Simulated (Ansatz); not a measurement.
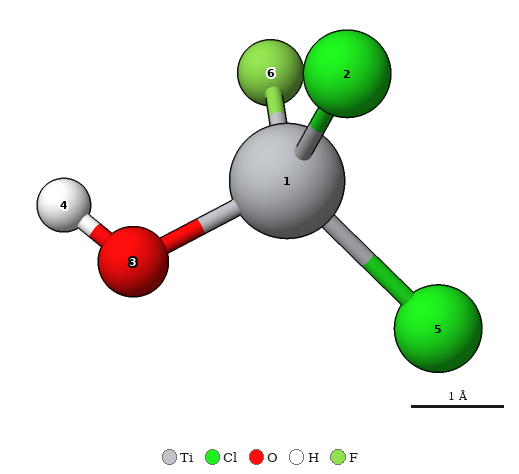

*The starting structure (ball-and-stick view, seen at a tilt; atoms are numbered from 1 in the order of the input). Sticks mark near contacts.*

Bond lengths as drawn: Cl–Ti 2.37 Å, F–Ti 1.83 Å, H–O 1.01 Å and O–Ti 1.92 Å.

# Geometry relaxation of TiHCl₂OF

TiHCl₂OF, computed with RHF/def2-SVP (Ansatz 0.2.0).

It belongs to a series of runs on one base structure; here: start relaxed. Figures and captions count atoms from 1; the log counts them from 0 in places.

**The input**
```yaml
crystal:
  periodic: [false, false, false]
  atoms:
    - { symbol: Ti, position_ang: [0.0, 0.0, 0.0] }
    - { symbol: Cl, position_ang: [0.0, 0.0, 2.37] }
    - { symbol: O, position_ang: [1.8106, 0.0, -0.6394] }
    - { symbol: H, position_ang: [2.1269, -0.9521, -0.756] }
    - { symbol: Cl, position_ang: [-1.1163, 1.9339, -0.7892] }
    - { symbol: F, position_ang: [-0.8619, -1.4933, -0.6094] }
basis:
  gaussian: { orbitals: def2-SVP }
hamiltonian:
  xc: hf
relax:
  f_tol: 0.02
  max_steps: 40
output:
  orbitals: {}
```

Launch command:
```bash
ansatz run input.yaml --threads 1 --pin off --max-ram 2048MiB --backend cpu --events-out ev --progress --plain --runs-dir out
```

**Output**
```
The last accepted step is kept in [file] (removed where the run ends without a failure and the disk answers)
Engine: ansatz 0.2.0, aarch64-unknown-linux-gnu
Functional definition: HF
  exchange = exact_x
  correlation = 0
1073 factors; integrals over basis functions are off by at most 2.4e-4 eV
mean field evaluation 1: about -52831.9008 eV, gradient 6.2e1 eV
mean field evaluation 2: about -52831.9721 eV, gradient 6.2e1 eV
mean field evaluation 4: about -52842.2964 eV, gradient 1.3e1 eV
mean field evaluation 8: about -52842.6377 eV, gradient 6.6e-1 eV
mean field -52842.64153972 eV, -1941.9312585560 hartree, gradient 8.1e-5 eV, S^2 0.000000; 0 other end points of the search recorded, 0 dependent functions left out
the calculation of the forces begins
reference -52842.64153972 eV, -1941.9312585560 hartree; 37, 37 occupied and 63, 63 virtual orbitals, 1073 factors
relax step   1: F+E_penalty+E_count = -52842.64153972 eV  Δ(F+E_penalty+E_count) = +0.000e0 eV  max|allowed force component| = 3.595e0 eV/Å  Δτ_max = 0.0000 Å  (47 SCF iters, accepted)
these checks for a lower state are left out or cut short: starts, cluster_reference, orbital_swaps, neighbouring_geometries, increment
1073 factors; integrals over basis functions are off by at most 3.5e-4 eV
mean field evaluation 16: about -52843.6969 eV, gradient 4.2e-1 eV
mean field -52843.87462214 eV, -1941.9765734989 hartree, gradient 1.2e-5 eV, S^2 0.000000; 0 other end points of the search recorded, 0 dependent functions left out
[... from here on the field's lines of each further geometry are left out, up to the last ...]
relax step   2: F+E_penalty+E_count = -52843.87462214 eV  Δ(F+E_penalty+E_count) = -1.233e0 eV  max|allowed force component| = 1.315e0 eV/Å  Δτ_max = 0.1939 Å  (43 SCF iters, accepted)
relax step   3: F+E_penalty+E_count = -52843.96108174 eV  Δ(F+E_penalty+E_count) = -8.646e-2 eV  max|allowed force component| = 4.158e-1 eV/Å  Δτ_max = 0.0411 Å  (42 SCF iters, accepted)
relax step   4: F+E_penalty+E_count = -52843.98962186 eV  Δ(F+E_penalty+E_count) = -2.854e-2 eV  max|allowed force component| = 3.404e-1 eV/Å  Δτ_max = 0.0431 Å  (41 SCF iters, accepted)
relax step   5: F+E_penalty+E_count = -52844.01379895 eV  Δ(F+E_penalty+E_count) = -2.418e-2 eV  max|allowed force component| = 9.168e-1 eV/Å  Δτ_max = 0.1256 Å  (41 SCF iters, accepted)
relax step   6: F+E_penalty+E_count = -52844.04172413 eV  Δ(F+E_penalty+E_count) = -2.793e-2 eV  max|allowed force component| = 4.717e-1 eV/Å  Δτ_max = 0.0908 Å  (42 SCF iters, accepted)
relax step   7: F+E_penalty+E_count = -52844.06052988 eV  Δ(F+E_penalty+E_count) = -1.881e-2 eV  max|allowed force component| = 2.746e-1 eV/Å  Δτ_max = 0.1282 Å  (42 SCF iters, accepted)
relax step   8: F+E_penalty+E_count = -52844.06061815 eV  Δ(F+E_penalty+E_count) = -8.827e-5 eV  max|allowed force component| = 6.415e-1 eV/Å  Δτ_max = 0.0453 Å  (42 SCF iters, accepted)
relax step   9: F+E_penalty+E_count = -52844.04843002 eV  Δ(F+E_penalty+E_count) = +1.219e-2 eV  max|allowed force component| = 1.239e0 eV/Å  Δτ_max = 0.1481 Å  (41 SCF iters, rejected (line search))
relax step  10: F+E_penalty+E_count = -52844.06768130 eV  Δ(F+E_penalty+E_count) = -7.063e-3 eV  max|allowed force component| = 3.149e-2 eV/Å  Δτ_max = 0.0739 Å  (41 SCF iters, accepted)
relax step  11: F+E_penalty+E_count = -52844.06811721 eV  Δ(F+E_penalty+E_count) = -4.359e-4 eV  max|allowed force component| = 1.131e-1 eV/Å  Δτ_max = 0.0237 Å  (42 SCF iters, accepted)
relax step  12: F+E_penalty+E_count = -52844.02760018 eV  Δ(F+E_penalty+E_count) = +4.052e-2 eV  max|allowed force component| = 2.089e0 eV/Å  Δτ_max = 0.1464 Å  (42 SCF iters, rejected (line search))
relax step  13: F+E_penalty+E_count = -52844.06909666 eV  Δ(F+E_penalty+E_count) = -9.795e-4 eV  max|allowed force component| = 2.363e-2 eV/Å  Δτ_max = 0.0615 Å  (41 SCF iters, accepted)
relax step  14: F+E_penalty+E_count = -52844.06274593 eV  Δ(F+E_penalty+E_count) = +6.351e-3 eV  max|allowed force component| = 8.367e-1 eV/Å  Δτ_max = 0.0733 Å  (41 SCF iters, rejected (line search))
the calculation of the forces begins
reference -52844.06920517 eV, -1941.9837242934 hartree; 37, 37 occupied and 63, 63 virtual orbitals, 1073 factors
relax step  15: F+E_penalty+E_count = -52844.06920517 eV  Δ(F+E_penalty+E_count) = -1.085e-4 eV  max|allowed force component| = 5.041e-3 eV/Å  Δτ_max = 0.0174 Å  (42 SCF iters, accepted)
1073 factors; integrals over basis functions are off by at most 3.2e-4 eV
mean field evaluation 160: about -52844.0692 eV, gradient 4.5e-3 eV
```

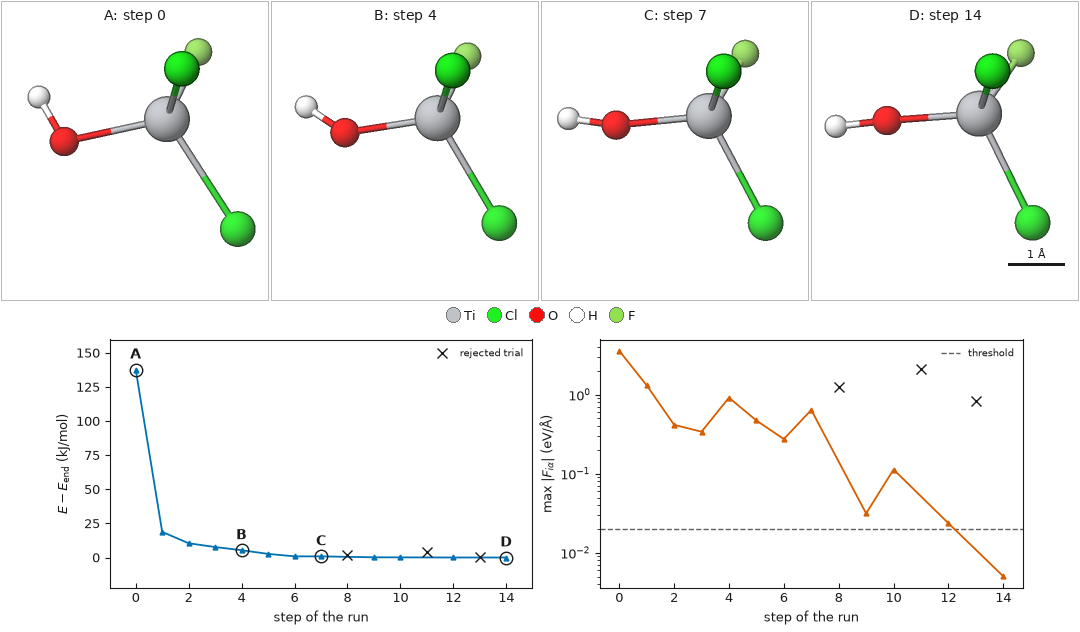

*Frames of the relaxation (ball-and-stick view, seen at a tilt) above the curves, on which the letters mark them (the first geometry is step 0 here and step 1 in the log).*

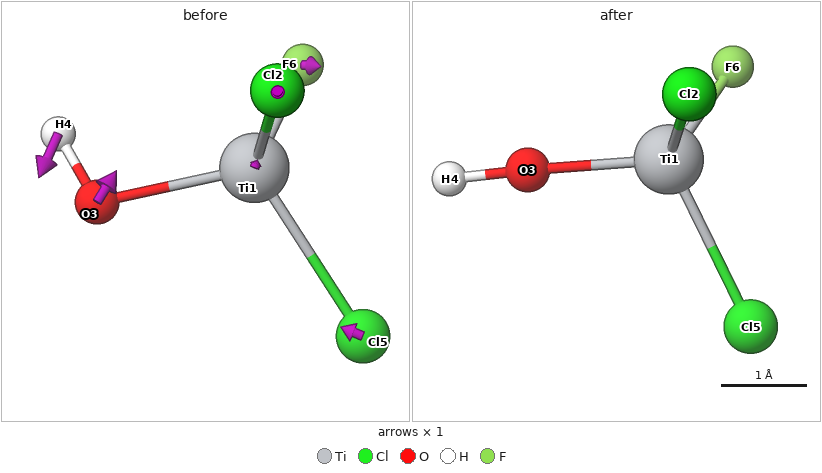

*Before (left) and after (right) the relaxation, at one scale (ball-and-stick view, seen at a tilt). The pink arrows give the displacements, at true length.*

The atom that moves furthest after the best rigid fit is H4 (0.59 Å). By element the largest moves are H 0.59 Å, O 0.46 Å, Cl 0.30 Å, F 0.26 Å, Ti 0.11 Å. Distances before and after: Ti1–O3 1.920 → 1.709 Å, Ti1–Cl2 2.370 → 2.202 Å, Ti1–F6 1.829 → 1.720 Å, O3–H4 1.010 → 0.945 Å. Among the angles that change: Ti1–O3–H4 109.5° → 176.5°. The energy falls by 137.7 kJ/mol in 14 geometry steps. The largest force component goes from 3.6 to 0.005 eV/Å. The line search rejected the trial steps at points 8, 11, 13 (counted from 0) and went back. (Atoms are counted from 1 in the order of the input.)

```
mean field -52844.06920517 eV, -1941.9837242934 hartree, gradient 1.4e-5 eV, S^2 0.000000; 1 other end points of the search recorded, 0 dependent functions left out
the calculation of the forces begins
reference -52844.06920517 eV, -1941.9837242934 hartree; 37, 37 occupied and 63, 63 virtual orbitals, 1073 factors
Total energy: -52844.06920517 eV, -1941.9837242934 hartree
Atom 0 at    -0.049103    -0.088963     0.030820 Å, force    -0.005041     0.001498     0.002288 eV/Å
Atom 1 at    -0.014625     0.012675     2.230423 Å, force     0.000223     0.000420    -0.000909 eV/Å
Atom 2 at     1.528880    -0.363398    -0.566268 Å, force     0.004283    -0.001731    -0.001964 eV/Å
Atom 3 at     2.417955    -0.466415    -0.870801 Å, force     0.001713     0.001309     0.000087 eV/Å
Atom 4 at    -0.854293     1.783946    -0.802076 Å, force     0.000692    -0.000499     0.000600 eV/Å
Atom 5 at    -1.069516    -1.389345    -0.446097 Å, force    -0.001870    -0.000996    -0.000102 eV/Å
Dipole moment:     0.641885    -0.110271    -0.241369 e Å
```

**Trajectory as extended XYZ (Å, eV, eV/Å), 15 frames, from step=1 to step=15**
```
6
Properties=species:S:1:pos:R:3:forces:R:3 step=1 energy=-52842.64154
Ti    0.0000    0.0000    0.0000    1.1321  -0.4155  -0.9737
Cl    0.0000    0.0000    2.3700    0.0084  -0.0563  -2.4911
O     1.8106    0.0000   -0.6394   -3.5947  -2.9874   1.2575
H     2.1269   -0.9521   -0.7560   -0.5334   2.6953   0.1742
Cl   -1.1163    1.9339   -0.7892    1.2095  -2.0697   0.8309
F    -0.8619   -1.4933   -0.6094    1.7781   2.8336   1.2023
6
Properties=species:S:1:pos:R:3:forces:R:3 step=2 energy=-52843.87462
Ti    0.0069    0.0393    0.0100    0.8941  -1.0028  -0.8584
Cl    0.0046   -0.0054    2.1762    0.0024  -0.0024   0.5232
O     1.6839   -0.0255   -0.5826   -0.9050  -1.3149   0.2575
H     2.0663   -0.9038   -0.7446   -0.1307   1.1774   0.0640
Cl   -1.0156    1.7927   -0.7279   -0.2443   0.5007  -0.2270
F    -0.7867   -1.4087   -0.5552    0.3834   0.6421   0.2405
6
Properties=species:S:1:pos:R:3:forces:R:3 step=3 energy=-52843.96108
Ti    0.0097    0.0210    0.0156    0.0359   0.0094  -0.1757
Cl    0.0038   -0.0120    2.2062    0.0119  -0.0136   0.1702
O     1.6473   -0.0428   -0.5754   -0.3504  -0.4158   0.1463
H     2.0668   -0.8754   -0.7641    0.3043   0.1998  -0.1242
Cl   -0.9963    1.8052   -0.7541   -0.0695   0.1321  -0.0659
F    -0.7720   -1.4075   -0.5521    0.0678   0.0882   0.0492
6
Properties=species:S:1:pos:R:3:forces:R:3 step=4 energy=-52843.98962
Ti    0.0000    0.0217    0.0143   -0.0073   0.2534   0.1888
Cl    0.0026   -0.0204    2.2195   -0.0192   0.0184  -0.0550
O     1.6334   -0.0660   -0.5543   -0.1133  -0.3404  -0.0085
H     2.0967   -0.8615   -0.7919    0.2108   0.2044  -0.0680
Cl   -0.9987    1.8206   -0.7726    0.0189  -0.0406   0.0028
F    -0.7747   -1.4059   -0.5389   -0.0898  -0.0952  -0.0601
6
Properties=species:S:1:pos:R:3:forces:R:3 step=5 energy=-52844.01380
Ti   -0.0040    0.0017    0.0486   -0.1338   0.4869   0.0919
Cl   -0.0273   -0.0084    2.2631   -0.0048  -0.0047  -0.1764
O     1.6114   -0.1107   -0.5340    0.6807  -0.9168  -0.3307
H     2.1816   -0.8134   -0.8710   -0.4858   0.8385   0.3117
Cl   -0.9806    1.8022   -0.7960    0.0968  -0.1489   0.1210
F    -0.8217   -1.3829   -0.5347   -0.1532  -0.2550  -0.0174
6
Properties=species:S:1:pos:R:3:forces:R:3 step=6 energy=-52844.04172
Ti   -0.0089   -0.0129    0.0376   -0.0979   0.2648   0.0739
Cl   -0.0321   -0.0124    2.2463    0.0066   0.0179  -0.1032
O     1.6104   -0.1442   -0.5335    0.2668  -0.4717  -0.1732
H     2.2543   -0.7595   -0.8784   -0.2572   0.3919   0.1564
Cl   -0.9685    1.7961   -0.7948    0.0830  -0.0878   0.0763
F    -0.8958   -1.3786   -0.5012   -0.0013  -0.1151  -0.0301
6
Properties=species:S:1:pos:R:3:forces:R:3 step=7 energy=-52844.06053
Ti   -0.0345   -0.0334    0.0382    0.2746  -0.1412   0.0115
Cl   -0.0479    0.0095    2.2411   -0.0143   0.0131  -0.0184
O     1.5761   -0.2315   -0.5271   -0.1881   0.0497   0.0510
H     2.3259   -0.6590   -0.9128    0.0302   0.0125  -0.0039
Cl   -0.9208    1.8032   -0.7852   -0.0335   0.0293  -0.0314
F    -0.9396   -1.4004   -0.4783   -0.0688   0.0366  -0.0088
6
Properties=species:S:1:pos:R:3:forces:R:3 step=8 energy=-52844.06062
Ti   -0.0361   -0.0439    0.0368    0.2046  -0.1084   0.0171
Cl   -0.0427    0.0101    2.2390   -0.0081   0.0107  -0.0110
O     1.5660   -0.2604   -0.5360   -0.6415   0.2873   0.2834
H     2.3471   -0.6197   -0.9048    0.5452  -0.2294  -0.2495
Cl   -0.9091    1.7991   -0.7875   -0.0256   0.0299  -0.0283
F    -0.9659   -1.3965   -0.4716   -0.0746   0.0099  -0.0117
6
Properties=species:S:1:pos:R:3:forces:R:3 step=9 energy=-52844.04843 accepted=F
Ti   -0.0301   -0.0932    0.0529   -0.4479   0.0617  -0.1426
Cl   -0.0375    0.0237    2.2510    0.0293  -0.0375   0.0333
O     1.5473   -0.3393   -0.5455    1.2388  -0.2782  -0.4691
H     2.4260   -0.4948   -0.9142   -1.0575   0.1949   0.4410
Cl   -0.8701    1.7545   -0.8002    0.0537   0.0537   0.0254
F    -1.0763   -1.3623   -0.4681    0.1836   0.0054   0.1121
6
Properties=species:S:1:pos:R:3:forces:R:3 step=10 energy=-52844.06768
Ti   -0.0383   -0.0659    0.0379   -0.0082  -0.0135   0.0114
Cl   -0.0397    0.0118    2.2390    0.0041   0.0021  -0.0025
O     1.5542   -0.2986   -0.5410   -0.0310  -0.0038   0.0051
H     2.3865   -0.5572   -0.9063    0.0315   0.0035  -0.0077
Cl   -0.8861    1.7885   -0.7946    0.0012   0.0005  -0.0042
F    -1.0173   -1.3901   -0.4590    0.0024   0.0112  -0.0021
6
Properties=species:S:1:pos:R:3:forces:R:3 step=11 energy=-52844.06812
Ti   -0.0409   -0.0699    0.0374    0.0032  -0.0206  -0.0018
Cl   -0.0345    0.0111    2.2383    0.0028   0.0042  -0.0004
O     1.5471   -0.3153   -0.5469   -0.1079   0.0295   0.0453
H     2.3941   -0.5359   -0.8992    0.1131  -0.0200  -0.0426
Cl   -0.8791    1.7878   -0.7969    0.0010   0.0027  -0.0010
F    -1.0274   -1.3893   -0.4567   -0.0122   0.0041   0.0005
6
Properties=species:S:1:pos:R:3:forces:R:3 step=12 energy=-52844.02760 accepted=F
Ti   -0.0567   -0.1017    0.0255   -0.1608  -0.0019   0.0678
Cl   -0.0068    0.0091    2.2249    0.0102   0.0101   0.0027
O     1.5100   -0.4084   -0.5766    2.0886   0.0014  -0.6509
H     2.4516   -0.4070   -0.8604   -1.9751  -0.0107   0.5960
Cl   -0.8349    1.7861   -0.8050    0.0170  -0.0184  -0.0003
F    -1.1039   -1.3896   -0.4323    0.0200   0.0195  -0.0152
6
Properties=species:S:1:pos:R:3:forces:R:3 step=13 energy=-52844.06910
Ti   -0.0474   -0.0855    0.0321   -0.0153   0.0094   0.0100
Cl   -0.0190    0.0122    2.2326   -0.0002   0.0000  -0.0108
O     1.5332   -0.3517   -0.5613   -0.0165  -0.0044   0.0027
H     2.4141   -0.4818   -0.8778    0.0236  -0.0001  -0.0069
Cl   -0.8597    1.7847   -0.8014    0.0037  -0.0088   0.0044
F    -1.0619   -1.3894   -0.4482    0.0045   0.0038   0.0007
6
Properties=species:S:1:pos:R:3:forces:R:3 step=14 energy=-52844.06275 accepted=F
Ti   -0.0545   -0.1025    0.0260   -0.0680   0.0141   0.0194
Cl   -0.0012    0.0135    2.2253    0.0033  -0.0023  -0.0136
O     1.5161   -0.3975   -0.5802    0.8367  -0.0257  -0.2499
H     2.4367   -0.4174   -0.8512   -0.8121   0.0130   0.2368
Cl   -0.8375    1.7812   -0.8059    0.0095  -0.0115   0.0047
F    -1.1003   -1.3889   -0.4380    0.0305   0.0124   0.0026
6
Properties=species:S:1:pos:R:3:forces:R:3 step=15 energy=-52844.06920
Ti   -0.0491   -0.0890    0.0308   -0.0050   0.0015   0.0023
Cl   -0.0146    0.0127    2.2304    0.0002   0.0004  -0.0009
O     1.5289   -0.3634   -0.5663    0.0043  -0.0017  -0.0020
H     2.4180   -0.4664   -0.8708    0.0017   0.0013   0.0001
Cl   -0.8543    1.7839   -0.8021    0.0007  -0.0005   0.0006
F    -1.0695   -1.3893   -0.4461   -0.0019  -0.0010  -0.0001
```

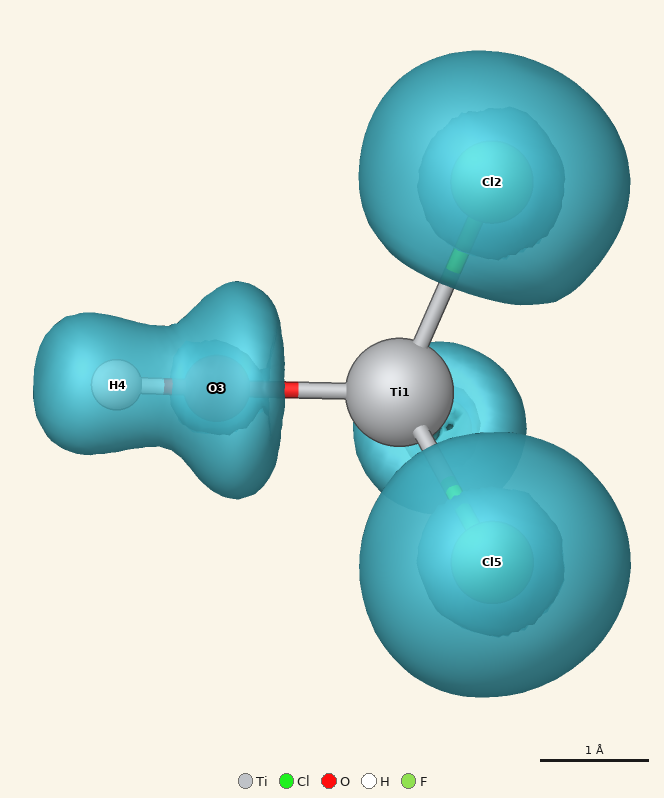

*Isosurface of the ELF at 0.75 (cyan), seen at a tilt. Core shells and regions of very low density are left out.*

Along the contacts the grid gives the following. Ti–O (1.71 Å): the ELF peaks at about 0.80 in the valence shell of O, 0.5 Å from its nucleus, and drops to about 0.25 between the two atoms. Ti–F (1.72 Å): the ELF peaks at about 0.85 in the valence shell of F, 0.5 Å from its nucleus, and drops to about 0.20 between the two atoms.

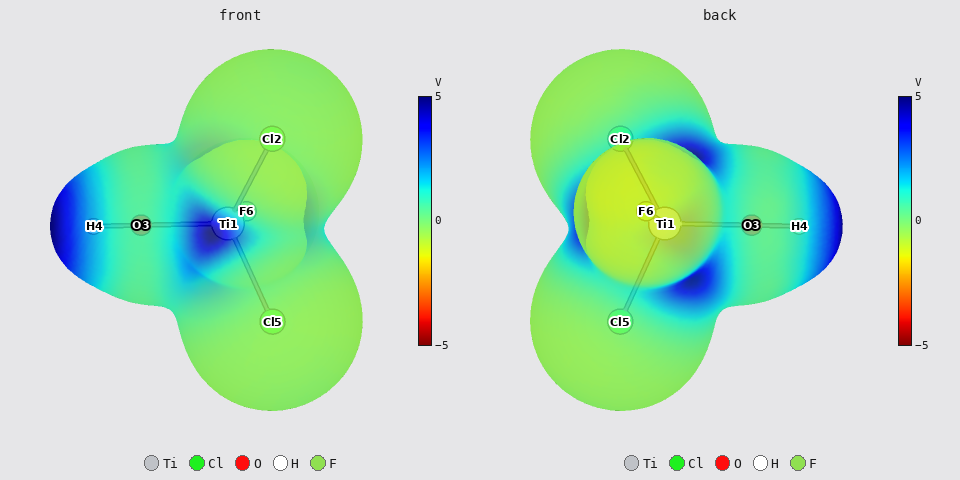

*The electrostatic potential painted on the density surface at 0.004 e/bohr³, seen at a tilt and from behind; the colour scale runs from red (negative) to blue (positive).*

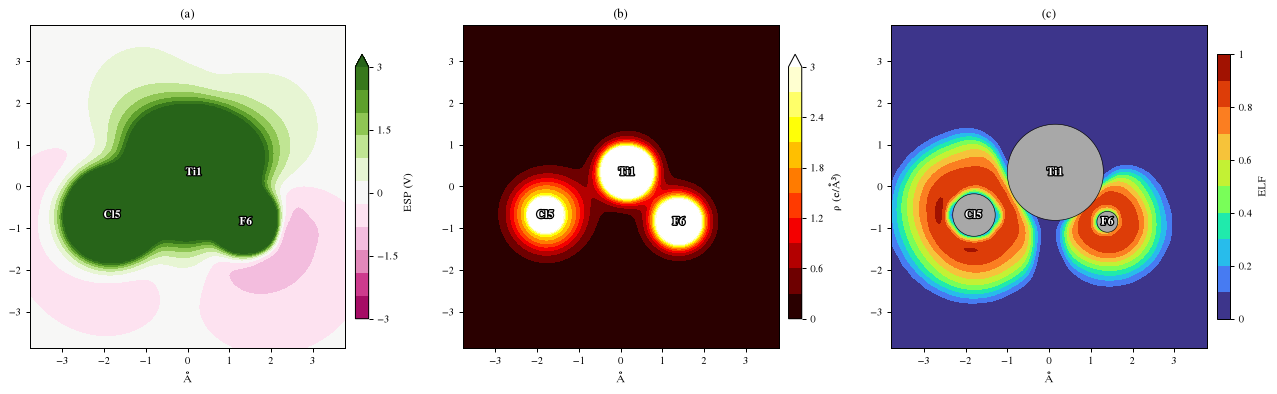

*(a) molecular electrostatic potential; (b) electron density; (c) electron localisation function on the plane of atoms Cl5, Ti1 and F6. Grey discs, where drawn, cover atomic cores.*

Atoms in the plane: Ti, Cl and F. Ti–F (1.72 Å): ρ at the midpoint is about 1.1 e/Å³; the ELF peaks at about 0.85 in the valence shell of F, 0.5 Å from its nucleus, and drops to about 0.20 between the two atoms.

**Key numbers**

```csv
quantity,value
outcome,converged
total energy,−52844.0692 eV
mean-field energy,−52844.0692 eV
largest force (length of the vector) at the end,0.006 eV/Å
hardware,"1 thread of Arm Neoverse V1, 24 GiB of memory available, shared host"
wall time,51 s
peak memory,0.21 GiB
```
